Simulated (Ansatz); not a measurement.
Input

```
crystal:
  periodic: [false, false, false]
  atoms:
    - {symbol: Si, position_ang: [-0.340302, 0.126105, -0.628076]}
    - {symbol: O, position_ang: [0.224673, -1.419543, -0.521093]}
    - {symbol: Cl, position_ang: [-1.189256, -0.093391, -2.568697]}
    - {symbol: Cl, position_ang: [-2.105526, 0.689153, 0.320894]}
    - {symbol: Cl, position_ang: [0.930876, 1.699038, -1.121590]}
    - {symbol: H, position_ang: [0.067894, -0.461499, 1.827208]}
    - {symbol: N, position_ang: [0.505259, 0.226451, 1.222166]}
    - {symbol: H, position_ang: [0.017504, -1.925810, -1.311677]}
    - {symbol: H, position_ang: [0.394038, 1.147311, 1.631654]}
    - {symbol: H, position_ang: [1.494939, 0.012285, 1.149314]}
basis:
  gaussian: {orbitals: def2-TZVPP}
hamiltonian: {xc: pbe0, dispersion: d4}
output: {orbitals: {seedname: orbitals}}
```

Run with:

```sh
ansatz run in.yaml --threads 8 --pin off --events-out ev --progress --plain --max-ram 19148MiB
```

The reactant side of a reaction path; geometry: PBE0-D4/def2-TZVP.

All numbers below come from RKS PBE0-D4/def2-TZVPP in Ansatz 0.2.0.

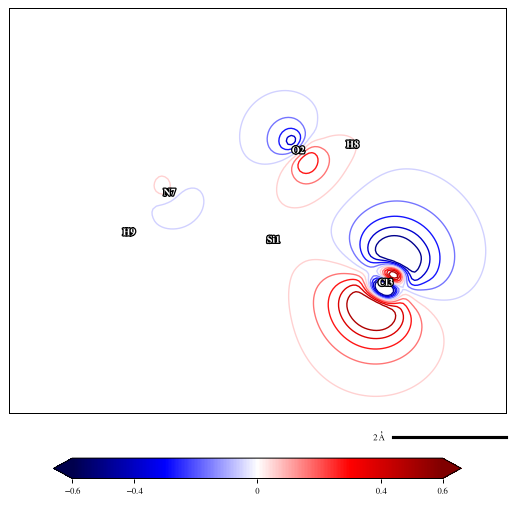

Cl₃H₄NOSi. The HOMO−1 on the plane of atoms Si1, O2 and H8 (values in Å⁻³ᐟ²; the overall sign is arbitrary).

Where does this orbital lie, and at what energy?

It lies mainly on Cl3 (about 70 %), Cl4 (about 10 %) and Cl5 (about 10 %); largely a lone pair of Cl3. Its energy is −8.28 eV.
